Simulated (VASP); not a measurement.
Band structure of SiSn (space group P4/nmm). All values below come from PBE GGA, VASP's PBE PAW potentials (set 64) (plane waves; VASP).

Unless said otherwise, spin-orbit coupling is left out, though it shifts the bands of the heavy elements here.

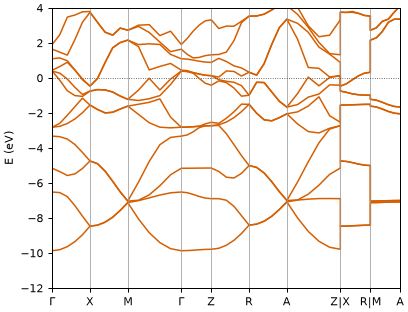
Figure. Bands along high-symmetry lines, zero at the valence-band maximum or, without a gap, the Fermi level

Question: Read the plot: is there a gap, and where are the band edges?

Answer: It has no gap at this level: it comes out as a metal or semimetal.

The structure was generated: SiSn was put into an ordered model structure, which need not be its known phase. The cell was not relaxed at this level. The k-mesh is coarse (spacing up to 0.34 per Å, 2π included), so the numbers may not be converged in it.
